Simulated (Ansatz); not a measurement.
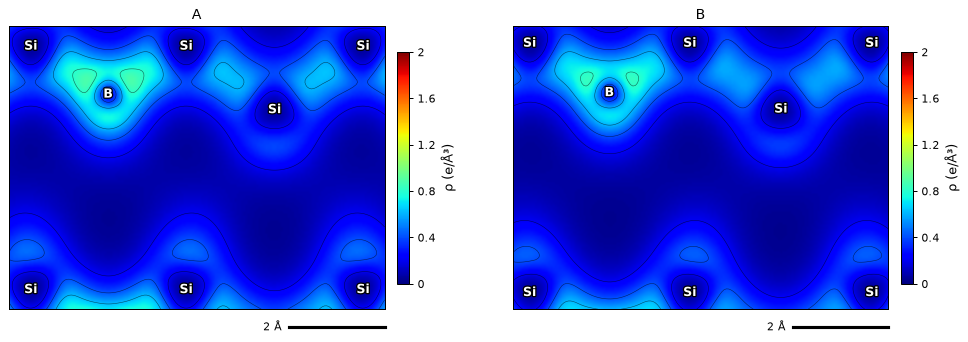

Si3B. The valence electron density of two cells that differ in size and shape, on the (100) plane of each (indices in the axes of the calculation cell), at one length scale and on one colour scale; one has 14.2 and the other 15.7 Å³ an atom.

These are results of Ansatz 0.2.0, DFT PBE, scalar-relativistic, plane waves, PAW, not measurements.

Core electrons are frozen (PAW), and the valence fields are smoothed inside the atomic spheres.

> Which is the denser cell? Describe the effect of the change.

Panel A is the smaller cell, by 9 % in volume. From the larger cell to the smaller, Si–Si goes from 2.36 to 2.28 Å, and the density at its midpoint from 0.57 to 0.63 e/Å³; Si–B goes from 1.98 to 1.92 Å, and the density at its midpoint from 0.72 to 0.77 e/Å³; the pressure goes from 3.4 to 17 GPa.
